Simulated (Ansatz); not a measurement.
Consider Sn4Se3S.

```
Sn Se S
1.0
     6.01382    0.00000    0.00000
     0.00000    6.01382    0.00000
     0.00000    0.00000   12.01628
Sn Se S
8 6 2
Cartesian
  0.0000 3.0069 0.0000
  3.0069 0.0000 6.0081
  0.0000 0.0000 3.0848
  3.0069 3.0069 9.0930
  3.0069 0.0000 0.0000
  0.0000 3.0069 6.0081
  0.0000 0.0000 8.9315
  3.0069 3.0069 2.9233
  0.0000 3.0069 3.0041
  3.0069 0.0000 9.0122
  3.0069 0.0000 3.0041
  0.0000 3.0069 9.0122
  0.0000 0.0000 0.0000
  3.0069 3.0069 6.0081
  0.0000 0.0000 6.0081
  3.0069 3.0069 0.0000
```

Space group I4/mmm; a structure generated by program, which may or may not match a known phase.

The calculation used Ansatz 0.2.0, DFT PBE, scalar-relativistic, plane waves, PAW.

**What can the converged valence pseudo-density and electron localisation function tell about the bonding?**

Sn–Se (3.01 Å): ρ at the midpoint is about 0.23 e/Å³; the ELF is about 0.40 at the midpoint.
Sn–S (3.01 Å): the density is about 0.2 e/Å³ at the midpoint; the ELF peaks at about 0.85 in the valence shell of S, 0.8 Å from its nucleus, and drops to about 0.30 between the two atoms.

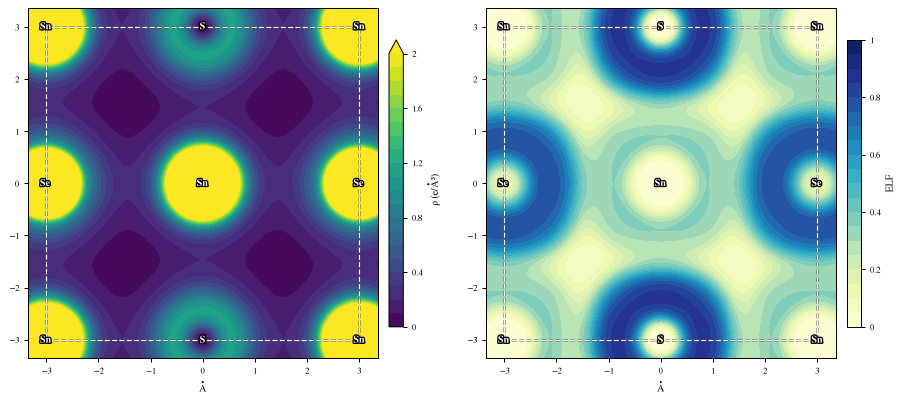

Computed valence pseudo-density and electron localisation function on the (001) plane of the conventional cell, in this order. 

In a PAW calculation such maps are meaningful between the atoms, not at the nuclei.
